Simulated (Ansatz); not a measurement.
# Geometry relaxation, with input and output: WS$_{2}$

- system: WS$_{2}$ (12 atoms in the cell)
- method: DFT, PBEsol, plane waves, PAW (Ansatz 0.2.0)

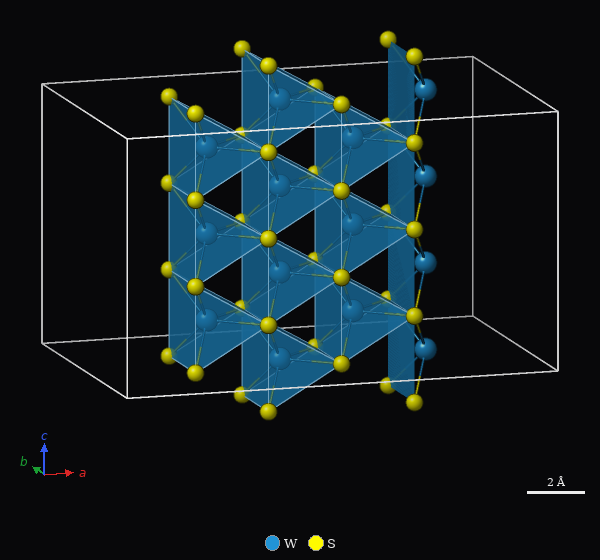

Figure 1. The starting structure (polyhedral view of the 3 repeat of the cell, with the vacuum cut short, seen slightly off an axis; polyhedra are completed across the faces of the cell). An atom can appear more than once, as a periodic image.

## What the run reported

```tsv
quantity	value
outcome	refused by the program
hardware	4 threads of Intel Xeon @ 2.50GHz (Skylake/Cascade Lake), 16 GiB of memory available, shared host
```

## Diagnosis

A setting was made wrong on purpose: a moment without spin polarisation (`magnetization` and `crystal.atoms[0].spin`). The program refused the input: “inconsistent input (magnetization.spin_polarized): false but per-atom `spin:`, `per_species`, `initial_magnetization`, `magnetic_field`, or `spin_locking` is set”

## Input
```yaml
crystal:
  lattice:
    - [18.1, 0.0, 0.0]
    - [0.0, 12.4, 0.0]
    - [0.0, 0.0, 3.1455172623]
  atoms:
    - { symbol: W, position: [0.2993298079, 0.5, 0.5], spin: 2.0 }
    - { symbol: W, position: [0.449832452, 0.5, 0.0] }
    - { symbol: W, position: [0.600335096, 0.5, 0.5] }
    - { symbol: W, position: [0.7508377401, 0.5, 0.0] }
    - { symbol: S, position: [0.2491622599, 0.6263695166, 1.0] }
    - { symbol: S, position: [0.399664904, 0.6263695166, 0.5] }
    - { symbol: S, position: [0.550167548, 0.6263695166, 1.0] }
    - { symbol: S, position: [0.7006701921, 0.6263695166, 0.5] }
    - { symbol: S, position: [0.2491622599, 0.3736304834, 1.0] }
    - { symbol: S, position: [0.399664904, 0.3736304834, 0.5] }
    - { symbol: S, position: [0.550167548, 0.3736304834, 1.0] }
    - { symbol: S, position: [0.7006701921, 0.3736304834, 0.5] }
basis:
  ecutwfc: 420
kpoints:
  mp_grid: { grid: [1, 1, 17] }
hamiltonian:
  xc: pbesol
scf:
  occupations: { method: gaussian, width: 0.05 }
  max_iter: 80
output:
  forces: true
  eigenvalues: true
  stress: true
relax:
  adjacent_minimum: "off"
  f_tol: 0.02
  max_steps: 45
  cell: { fix: [a, b, alpha, beta, gamma], stress_tol: 0.03 }
```

Run as:
```bash
ansatz run input.yaml --threads 4 --pin off --max-ram 11264MiB --backend cpu --events-out ev --progress --plain --runs-dir out
```

## What the program printed
```
Error: inconsistent input (magnetization.spin_polarized): false but per-atom `spin:`, `per_species`, `initial_magnetization`, `magnetic_field`, or `spin_locking` is set
```
